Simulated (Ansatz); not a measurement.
# AlBrH2O2 + H2: a complex and its separated parts, part 2 of 2

Ansatz 0.2.0, Gaussian basis. The steps go on from the part before.

### 13 CAM-B3LYP-D4/def2-TZVPP

The inputs:

parta/in.yaml

```yaml
crystal:
  periodic: [false, false, false]
  atoms:
    - {symbol: Al, position_ang: [-0.519748, -0.329389, -0.220290]}
    - {symbol: Br, position_ang: [-0.556979, -2.417972, 0.589242]}
    - {symbol: O, position_ang: [0.093749, -0.091497, -1.766827]}
    - {symbol: O, position_ang: [-1.087433, 0.972863, 0.685141]}
    - {symbol: H, position_ang: [0.137963, 0.772721, -2.173731]}
    - {symbol: H, position_ang: [-1.444690, 0.880536, 1.566806]}
basis:
  gaussian: {orbitals: def2-TZVPP}
hamiltonian: {xc: {name: CAM-B3LYP}, dispersion: d4}
```

partb/in.yaml

```yaml
crystal:
  periodic: [false, false, false]
  atoms:
    - {symbol: H, position_ang: [1.844455, -0.112705, 0.401206]}
    - {symbol: H, position_ang: [1.532682, 0.325542, 0.918452]}
basis:
  gaussian: {orbitals: def2-TZVPP}
hamiltonian: {xc: {name: CAM-B3LYP}, dispersion: d4}
```

One command serves all of them, each in its own folder.

Launch:

```bash
$ ansatz run in.yaml --threads 4 --pin off --events-out ev --progress --plain --max-ram 9574MiB
```

parta printed (excerpt; [...] marks lines left out):

```text
Functional definition: CAM-B3LYP
  name "CAM-B3LYP"
  cite "Yanai, Tew & Handy, Chem. Phys. Lett. 393, 51 (2004) doi:10.1016/j.cplett.2004.06.011"
  cite "Iikura, Tsuneda, Yanai & Hirao, J. Chem. Phys. 115, 3540 (2001) doi:10.1063/1.1383587"
  cite "Becke, Phys. Rev. A 38, 3098 (1988) doi:10.1103/PhysRevA.38.3098"
  cite "Lee, Yang & Parr, Phys. Rev. B 37, 785 (1988) doi:10.1103/PhysRevB.37.785"
[...]
1121 factors; their error is unknown
235 factors; integrals over basis functions are off by at most 2.1e-5 eV
[...]
mean field -80779.60135743 eV, -2968.5955955052 hartree, gradient 3.2e-5 eV, S^2 0.000000; 0 other end points of the search recorded, 0 dependent functions left out
reference -80779.60147217 eV, -2968.5955997217 hartree; 33, 33 occupied and 147, 147 virtual orbitals, 1121 factors
Total energy: -80779.70738000 eV, -2968.5994917629 hartree
```

Log of partb (excerpt; [...] marks lines left out):

```text
[... 6 set-up lines as earlier in the session ...]
[...]
  # Exact exchange under (alpha + beta erf(omega r))/r, Becke's under what is left of 1/r.
[...]
118 factors; their error is unknown
42 factors; integrals over basis functions are off by at most 6.3e-5 eV
[...]
mean field -31.88030334 eV, -1.1715795386 hartree, gradient 6.4e-5 eV, S^2 0.000000; 0 other end points of the search recorded, 0 dependent functions left out
reference -31.88037328 eV, -1.1715821089 hartree; 1, 1 occupied and 27, 27 virtual orbitals, 118 factors
Total energy: -31.88188669 eV, -1.1716377256 hartree
```

Times: 2.2 s (parta), 0.15 s (partb) on 4 threads of Arm Neoverse V1, shared host.

### 14 wB97X-V/def2-TZVPP

Each input of step 13 (parta, partb) changes in the same lines:

```diff
-hamiltonian: {xc: {name: CAM-B3LYP}, dispersion: d4}
+hamiltonian: {xc: {name: wB97X-V}}
```

The same command starts each run, in its folder.

Launch:

```bash
$ ansatz run in.yaml --threads 4 --pin off --events-out ev --progress --plain --max-ram 9574MiB
```

Output in parta (excerpt; [...] marks lines left out):

```text
Functional definition: wB97X-V
  name "wB97X-V"
  cite "Mardirossian & Head-Gordon, Phys. Chem. Chem. Phys. 16, 9904 (2014) doi:10.1039/C3CP54374A"
[... 2 set-up lines as earlier in the session ...]
[...]
      + integral(e_c_pw_opposite_spin*poly(b97_u_opposite, cos0, cos1)) + vv10(b, c)
1121 factors; their error is unknown
209 factors; integrals over basis functions are off by at most 5.7e-5 eV
[...]
mean field -80768.23920960 eV, -2968.1780442741 hartree, gradient 4.7e-5 eV, S^2 0.000000; 0 other end points of the search recorded, 0 dependent functions left out
reference -80768.23920778 eV, -2968.1780442072 hartree; 33, 33 occupied and 147, 147 virtual orbitals, 1121 factors
Total energy: -80768.23920778 eV, -2968.1780442072 hartree
```

partb printed (excerpt; [...] marks lines left out):

```text
[... 5 set-up lines as earlier in the session ...]
[...]
      + integral(e_c_pw_opposite_spin*poly(b97_u_opposite, cos0, cos1)) + vv10(b, c)
118 factors; their error is unknown
42 factors; integrals over basis functions are off by at most 3.0e-5 eV
[...]
mean field -31.90859787 eV, -1.1726193434 hartree, gradient 8.8e-5 eV, S^2 0.000000; 0 other end points of the search recorded, 0 dependent functions left out
reference -31.90859687 eV, -1.1726193066 hartree; 1, 1 occupied and 27, 27 virtual orbitals, 118 factors
Total energy: -31.90859687 eV, -1.1726193066 hartree
```

Wall times: 4.9 s (parta), 0.15 s (partb) on 4 threads of Arm Neoverse V1, shared host; peak memory 0.54 GiB.

### 15 wB97M-V/def2-TZVPP

Each input of step 14 (parta, partb) changes in the same lines:

```diff
-hamiltonian: {xc: {name: wB97X-V}}
+hamiltonian: {xc: {name: wB97M-V}}
```

One command serves all of them, each in its own folder.

Launch:

```bash
$ ansatz run in.yaml --threads 4 --pin off --events-out ev --progress --plain --max-ram 9574MiB
```

Output in parta (excerpt; [...] marks lines left out):

```text
Functional definition: wB97M-V
  name "wB97M-V"
  cite "Mardirossian & Head-Gordon, J. Chem. Phys. 144, 214110 (2016) doi:10.1063/1.4952647"
[... 2 set-up lines as earlier in the session ...]
  # Of w^i u^j: cxij and so on, Table III.
[...]
  gx(w, u) = 1 - cx + cx01*u + cx10*w
[...]
      + integral(e_c_pw_mod_opposite_spin*gos(b97_w_opposite, b97_u_opposite)) + vv10(b, c)
1100 factors; their error is unknown
209 factors; integrals over basis functions are off by at most 5.7e-5 eV
[...]
mean field -80771.79132812 eV, -2968.3085822217 hartree, gradient 4.3e-5 eV, S^2 0.000000; 0 other end points of the search recorded, 0 dependent functions left out
reference -80771.79137259 eV, -2968.3085838559 hartree; 33, 33 occupied and 147, 147 virtual orbitals, 1100 factors
Total energy: -80771.79137259 eV, -2968.3085838559 hartree
```

Log of partb (excerpt; [...] marks lines left out):

```text
[... 5 set-up lines as earlier in the session ...]
  # Of w^i u^j: cxij and so on, Table III.
[...]
  gx(w, u) = 1 - cx + cx01*u + cx10*w
[...]
      + integral(e_c_pw_mod_opposite_spin*gos(b97_w_opposite, b97_u_opposite)) + vv10(b, c)
118 factors; their error is unknown
42 factors; integrals over basis functions are off by at most 3.0e-5 eV
[...]
mean field -31.60110971 eV, -1.1613193617 hartree, gradient 7.3e-6 eV, S^2 0.000000; 0 other end points of the search recorded, 0 dependent functions left out
reference -31.60113396 eV, -1.1613202531 hartree; 1, 1 occupied and 27, 27 virtual orbitals, 118 factors
Total energy: -31.60113396 eV, -1.1613202531 hartree
```

Times: 6 s (parta), 0.15 s (partb) on 4 threads of Arm Neoverse V1, shared host; peak memory 0.55 GiB.

### 16 B2PLYP/def2-TZVPP

Each input of step 15 (parta, partb) changes in the same lines:

```diff
-hamiltonian: {xc: {name: wB97M-V}}
+hamiltonian: {xc: {name: B2PLYP}}
```

The same command starts each run, in its folder.

Launch:

```bash
$ ansatz run in.yaml --threads 4 --pin off --events-out ev --progress --plain --max-ram 9574MiB
```

Output in parta (excerpt; [...] marks lines left out):

```text
Functional definition: B2PLYP
  name "B2PLYP"
  cite "Grimme, J. Chem. Phys. 124, 034108 (2006) doi:10.1063/1.2148954"
[... 2 set-up lines as earlier in the session ...]
[...]
1145 factors; integrals over basis functions are off by at most 8.0e-4 eV
[...]
mean field -80753.91450908 eV, -2967.6516212394 hartree, gradient 4.5e-6 eV, S^2 0.000000; 0 other end points of the search recorded, 0 dependent functions left out
16 core orbitals not correlated: weight in the atoms' cores, before any rotation towards them, 1.000 or more for the frozen orbitals, at most 0.000 for the correlated occupied ones
reference -80753.91465687 eV, -2967.6516266708 hartree; 17, 17 occupied and 147, 147 virtual orbitals, 1145 factors
second order -26.92802056 eV of doubles, -0.00000000 eV of singles
Total energy: -80761.18522242 eV, -2967.9188150266 hartree
```

partb printed (excerpt; [...] marks lines left out):

```text
[... 5 set-up lines as earlier in the session ...]
[...]
145 factors; integrals over basis functions are off by at most 7.4e-4 eV
[...]
mean field -31.55848455 eV, -1.1597529162 hartree, gradient 1.1e-6 eV, S^2 0.000000; 0 other end points of the search recorded, 0 dependent functions left out
reference -31.55857397 eV, -1.1597562022 hartree; 1, 1 occupied and 27, 27 virtual orbitals, 145 factors
second order -1.02367084 eV of doubles, -0.00000000 eV of singles
Total energy: -31.83496509 eV, -1.1699133887 hartree
```

Wall times: 3 s (parta), 0.1 s (partb) on 4 threads of Arm Neoverse V1, shared host.

### 17 PBE-QIDH/def2-TZVPP

Each input of step 16 (parta, partb) changes in the same lines:

```diff
-hamiltonian: {xc: {name: B2PLYP}}
+hamiltonian: {xc: {name: PBE-QIDH}}
```

One command serves all of them, each in its own folder.

Launch:

```bash
$ ansatz run in.yaml --threads 4 --pin off --events-out ev --progress --plain --max-ram 9574MiB
```

parta printed (excerpt; [...] marks lines left out):

```text
Functional definition: PBE-QIDH
  name "PBE-QIDH"
  cite "Brémond, Sancho-García, Pérez-Jiménez & Adamo, J. Chem. Phys. 141, 031101 (2014) doi:10.1063/1.4890314"
[... 1 set-up line as earlier in the session ...]
[...]
1145 factors; integrals over basis functions are off by at most 8.0e-4 eV
[...]
mean field -80742.04006785 eV, -2967.2152435730 hartree, gradient 5.3e-6 eV, S^2 0.000000; 0 other end points of the search recorded, 0 dependent functions left out
16 core orbitals not correlated: weight in the atoms' cores, before any rotation towards them, 0.999 or more for the frozen orbitals, at most 0.001 for the correlated occupied ones
reference -80742.04007901 eV, -2967.2152439830 hartree; 17, 17 occupied and 147, 147 virtual orbitals, 1145 factors
second order -25.08668461 eV of doubles, -0.00000000 eV of singles
Total energy: -80750.40230721 eV, -2967.5225502014 hartree
```

partb printed (excerpt; [...] marks lines left out):

```text
[... 4 set-up lines as earlier in the session ...]
[...]
145 factors; integrals over basis functions are off by at most 7.4e-4 eV
[...]
mean field -31.52724365 eV, -1.1586048342 hartree, gradient 1.4e-6 eV, S^2 0.000000; 0 other end points of the search recorded, 0 dependent functions left out
reference -31.52725007 eV, -1.1586050701 hartree; 1, 1 occupied and 27, 27 virtual orbitals, 145 factors
second order -0.95921045 eV of doubles, -0.00000000 eV of singles
Total energy: -31.84698689 eV, -1.1703551814 hartree
```

Times: 3.2 s (parta), 0.1 s (partb) on 4 threads of Arm Neoverse V1, shared host.

### 18 RPA on PBE/def2-TZVPP

The same edit goes into each in.yaml of step 17 (parta, partb):

```diff
-hamiltonian: {xc: {name: PBE-QIDH}}
+hamiltonian: {xc: pbe}
+correlation: {method: rpa}
```

Each run has its own folder and the same command.

Launch:

```bash
$ ansatz run in.yaml --threads 4 --pin off --events-out ev --progress --plain --max-ram 9574MiB
```

Log of parta (excerpt; [...] marks lines left out):

```text
[... 4 set-up lines as earlier in the session ...]
[...]
1145 factors; integrals over basis functions are off by at most 8.0e-4 eV
[...]
mean field -80758.52773730 eV, -2967.8211542496 hartree, gradient 2.7e-6 eV, S^2 0.000000; 0 other end points of the search recorded, 0 dependent functions left out
16 core orbitals not correlated: weight in the atoms' cores, before any rotation towards them, 0.999 or more for the frozen orbitals, at most 0.000 for the correlated occupied ones
reference -80694.15442907 eV, -2965.4554788058 hartree; 17, 17 occupied and 147, 147 virtual orbitals, 1145 factors
Total energy: -80728.11776222 eV, -2966.7036082781 hartree
```

partb printed (excerpt; [...] marks lines left out):

```text
[... 4 set-up lines as earlier in the session ...]
[...]
145 factors; integrals over basis functions are off by at most 7.4e-4 eV
[...]
mean field -31.73222116 eV, -1.1661376188 hartree, gradient 1.4e-6 eV, S^2 0.000000; 0 other end points of the search recorded, 0 dependent functions left out
reference -30.80638879 eV, -1.1321139067 hartree; 1, 1 occupied and 27, 27 virtual orbitals, 145 factors
Total energy: -32.86230303 eV, -1.2076673616 hartree
```

They took 3 s (parta), 0.1 s (partb) on 4 threads of Arm Neoverse V1, shared host.

### 19 CCSD(T)/def2-TZVPP

Each input of step 18 (parta, partb) changes in the same lines:

```diff
-hamiltonian: {xc: pbe}
-correlation: {method: rpa}
+correlation: {method: ccsd_t}
```

Each run has its own folder and the same command.

Launch:

```bash
$ ansatz run in.yaml --threads 4 --pin off --events-out ev --progress --plain --max-ram 9574MiB
```

Log of parta (excerpt; [...] marks lines left out):

```text
Functional definition: HF
  name "HF"
  cite "Fock, Z. Phys. 61, 126 (1930) doi:10.1007/BF01340294"
[... 1 set-up line as earlier in the session ...]
[...]
1145 factors; integrals over basis functions are off by at most 8.0e-4 eV
[...]
mean field -80695.51143538 eV, -2965.5053478679 hartree, gradient 6.1e-6 eV, S^2 0.000000; 0 other end points of the search recorded, 0 dependent functions left out
16 core orbitals not correlated: weight in the atoms' cores, before any rotation towards them, 0.999 or more for the frozen orbitals, at most 0.001 for the correlated occupied ones
reference -80695.51143538 eV, -2965.5053478679 hartree; 17, 17 occupied and 147, 147 virtual orbitals, 1145 factors
second order -22.54282060 eV of doubles, -0.00000000 eV of singles
cycle   1  -22.27683614 eV  change    2.7e-1 eV  update   9.1e-2
[...]
cycle   9  -22.80483049 eV  change   -1.8e-5 eV  update   1.6e-5
perturbative correction -0.77996240 eV, -0.0286630895 hartree
Total energy: -80719.09622826 eV, -2966.3720730200 hartree
```

Output in partb (excerpt; [...] marks lines left out):

```text
[... 4 set-up lines as earlier in the session ...]
[...]
145 factors; integrals over basis functions are off by at most 7.4e-4 eV
[...]
mean field -30.82769362 eV, -1.1328968449 hartree, gradient 4.3e-7 eV, S^2 0.000000; 0 other end points of the search recorded, 0 dependent functions left out
reference -30.82769362 eV, -1.1328968449 hartree; 1, 1 occupied and 27, 27 virtual orbitals, 145 factors
second order -0.86257753 eV of doubles, -0.00000000 eV of singles
cycle   1  -1.00723500 eV  change   -1.4e-1 eV  update   2.6e-2
[...]
cycle   7  -1.07308698 eV  change    7.5e-7 eV  update   4.2e-7
perturbative correction 0.00000000 eV, 0.0000000000 hartree
Total energy: -31.90078060 eV, -1.1723320639 hartree
```

Wall times: 44 s (parta), 0.1 s (partb) on 4 threads of Arm Neoverse V1, shared host; peak memory 1.8 GiB.

### 20 Vibrations of AlBrH2O2

File vib-parta/in.yaml:

```yaml
crystal:
  periodic: [false, false, false]
  atoms:
    - {symbol: Al, position_ang: [-0.519748, -0.329389, -0.220290]}
    - {symbol: Br, position_ang: [-0.556979, -2.417972, 0.589242]}
    - {symbol: O, position_ang: [0.093749, -0.091497, -1.766827]}
    - {symbol: O, position_ang: [-1.087433, 0.972863, 0.685141]}
    - {symbol: H, position_ang: [0.137963, 0.772721, -2.173731]}
    - {symbol: H, position_ang: [-1.444690, 0.880536, 1.566806]}
basis:
  gaussian: {orbitals: def2-TZVP}
hamiltonian: {xc: pbe0, dispersion: d4}
phonons: {temperatures: {t_min: 298.15, t_max: 900, t_step: 200}}
```

Launch:

```bash
$ ansatz run in.yaml --threads 4 --pin off --events-out ev --progress --plain --max-ram 9574MiB
```

Log (excerpt; [...] marks lines left out):

```text
[... 5 set-up lines as earlier in the session ...]
[...]
1082 factors; their error is unknown
[...]
mean field -80761.47766285 eV, -2967.9295620139 hartree, gradient 7.1e-5 eV, S^2 0.000000; 0 other end points of the search recorded, 0 dependent functions left out
[...]
Atom 3 at    -1.087433     0.972863     0.685141 Å, force    -0.000363    -0.000341    -0.000364 eV/Å
Atom 4 at     0.137963     0.772721    -2.173731 Å, force     0.000315     0.000406     0.000254 eV/Å
Atom 5 at    -1.444690     0.880536     1.566806 Å, force     0.000333    -0.000043     0.000353 eV/Å
Dipole moment:    -0.099017     0.326364     0.121987 e Å
Vibrations: 159.71 198.10 245.73 335.84 357.58 391.80 634.12 649.46 825.05 954.63 3955.20 3962.12 cm⁻¹, zero-point energy 0.785398 eV
```

Wall time 55 s (4 threads of Arm Neoverse V1, shared host).

Wavenumbers and character of the modes:

```
mode  wavenumber (cm⁻¹)                       character
   1                160                            bend
   2                198                            bend
   3                246  torsion with out-of-plane bend
   4                336                         torsion
   5                358                         torsion
   6                392                   Al–Br stretch
   7                634                            bend
   8                649                            bend
   9                825                    Al–O stretch
  10                955                    Al–O stretch
  11               3955                     O–H stretch
  12               3962                     O–H stretch
```

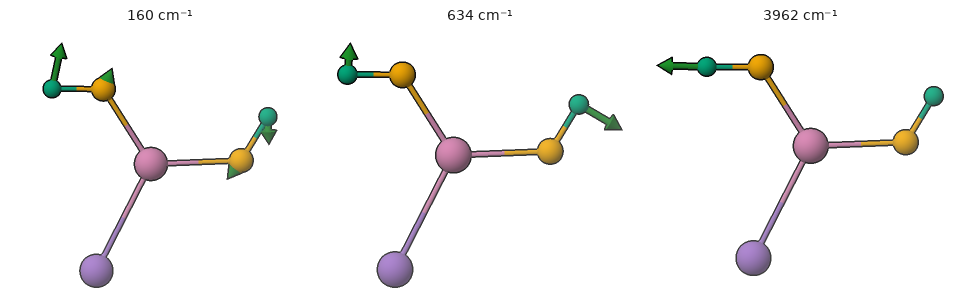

How the atoms move in 3 of the modes.

Vibrational sums (real modes only):

```
T (K)  entropy (J/mol/K)  heat capacity (J/mol/K)
  298               45.6                     54.7
  498               77.7                     69.5
  698              102.3                     75.8
  898              121.9                     79.5
```

### 21 Vibrations of H2

File vib-partb/in.yaml:

```yaml
crystal:
  periodic: [false, false, false]
  atoms:
    - {symbol: H, position_ang: [1.844455, -0.112705, 0.401206]}
    - {symbol: H, position_ang: [1.532682, 0.325542, 0.918452]}
basis:
  gaussian: {orbitals: def2-TZVP}
hamiltonian: {xc: pbe0, dispersion: d4}
phonons: {temperatures: {t_min: 298.15, t_max: 900, t_step: 200}}
```

Launch:

```bash
$ ansatz run in.yaml --threads 4 --pin off --events-out ev --progress --plain --max-ram 9574MiB
```

Log (excerpt; [...] marks lines left out):

```text
[... 5 set-up lines as earlier in the session ...]
[...]
88 factors; their error is unknown
[...]
mean field -31.78865262 eV, -1.1682114368 hartree, gradient 1.8e-5 eV, S^2 0.000000; 0 other end points of the search recorded, 0 dependent functions left out
[...]
reference -31.78854841 eV, -1.1682076070 hartree; 1, 1 occupied and 11, 11 virtual orbitals, 88 factors
Total energy: -31.79027505 eV, -1.1682710599 hartree
Atom 0 at     1.844455    -0.112705     0.401206 Å, force    -0.001174     0.001650     0.001948 eV/Å
Atom 1 at     1.532682     0.325542     0.918452 Å, force     0.001174    -0.001650    -0.001948 eV/Å
Dipole moment:     0.000000    -0.000000    -0.000000 e Å
Vibrations: 4413.98 cm⁻¹, zero-point energy 0.273632 eV
```

It took 0.2 s on 4 threads of Arm Neoverse V1, shared host.

The modes, with what each moves most:

```
mode  wavenumber (cm⁻¹)    character
   1               4414  H–H stretch
```

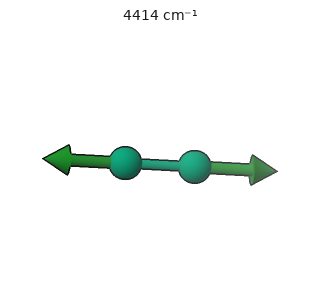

How the atoms move in 1 of the modes.

Vibrational sums (real modes only):

```
T (K)  entropy (J/mol/K)  heat capacity (J/mol/K)
  298                0.0                      0.0
  498                0.0                      0.0
  698                0.0                      0.1
  898                0.1                      0.4
```

### 22 Complex less separated parts

The complex's own energies come from single points at the same levels.

Rows are in def2-TZVPP; times add the 3 runs of a level on a shared host, so small differences are noise.

Differences are taken before rounding.

```
      method                    rung  complex less parts (kJ/mol)  from CCSD(T) (kJ/mol)     time
       SPW92                     LDA                        -20.9                  -15.6    1.9 s
      PBE-D4                     GGA                         -9.0                   -3.7      3 s
     BLYP-D4                     GGA                         -2.8                   +2.5      3 s
   r2SCAN-D4                meta-GGA                         -8.0                   -2.8    6.5 s
      B97M-V                meta-GGA                         -5.7                   -0.5     13 s
     PBE0-D4                  hybrid                         -9.6                   -4.4    4.3 s
    B3LYP-D4                  hybrid                         -5.0                   +0.3    3.9 s
  r2SCAN0-D4                  hybrid                         -9.3                   -4.1      7 s
    BHLYP-D4                  hybrid                         -6.7                   -1.5    4.2 s
CAM-B3LYP-D4  range-separated hybrid                         -6.7                   -1.5    4.9 s
     wB97X-V  range-separated hybrid                         -8.2                   -2.9     12 s
     wB97M-V  range-separated hybrid                         -8.7                   -3.4     14 s
      B2PLYP           double hybrid                         -2.1                   +3.2    7.2 s
    PBE-QIDH           double hybrid                         -7.3                   -2.1    7.7 s
  RPA on PBE                     RPA                         -1.7                   +3.5    7.1 s
Hartree-Fock            wavefunction                          3.3                   +8.5         
         MP2            wavefunction                         -4.9                   +0.4         
        CCSD            wavefunction                         -4.3                   +0.9         
     CCSD(T)            wavefunction                         -5.2                      0  2.2 min
```

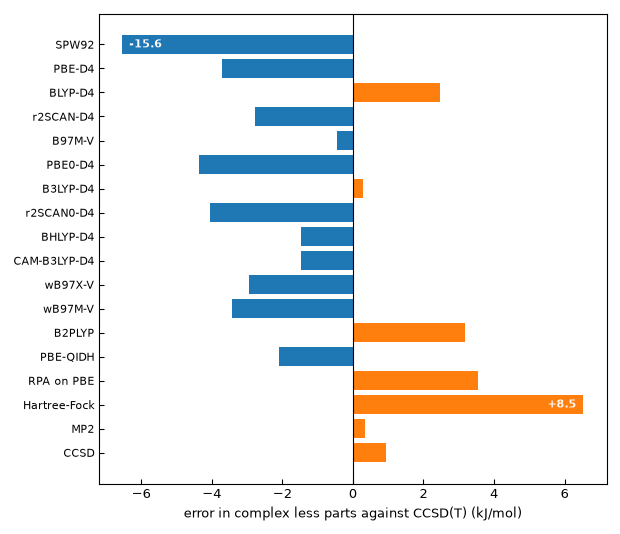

How far each level lands from CCSD(T). Bars with a number in them are cut short.

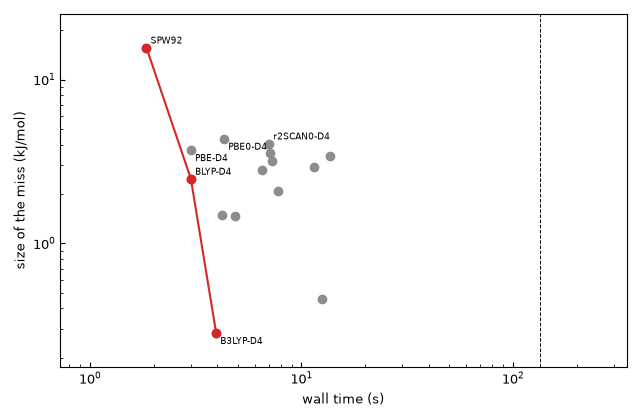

Accuracy for the time spent; red marks the levels that beat every quicker one drawn (of those quicker than the yardstick), and the dashed line is the time of CCSD(T). Only those levels and the largest misses are named. Times are from a shared host.

For cost: B3LYP-D4 gets within 0.3 kJ/mol in 3.9 s, where CCSD(T) took 2.2 min; the quickest level in the cost chart, SPW92, takes 1.9 s and misses by 15.6 kJ/mol.

The complex's zero-point energy, from a separate PBE0-D4 run, is 1.140 eV.

### 23 Summary of results

What follows sums up all 2 parts.

```
                              quantity        value
complex less parts, CCSD(T)/def2-TZVPP  -5.2 kJ/mol
                with zero-point energy  +2.5 kJ/mol
                 largest T1 diagnostic        0.010
```

At CCSD(T) the complex lies 5.2 kJ/mol below its parts. B3LYP-D4 is the best functional here (+0.3 kJ/mol from CCSD(T)); SPW92 is the worst (-15.6 kJ/mol). Mean unsigned error by rung: LDA 15.6, GGA 3.1, meta-GGA 1.6, hybrid 2.5, range-separated hybrid 2.6, double hybrid 2.6 kJ/mol. PBE-D4 gives a relative energy 3.7 kJ/mol too low, an error of 71 % of the reference. No counterpoise was applied, and triple zeta lacks some correlation, so the CCSD(T) reference has a basis error of its own, and close matches with it are partly luck.
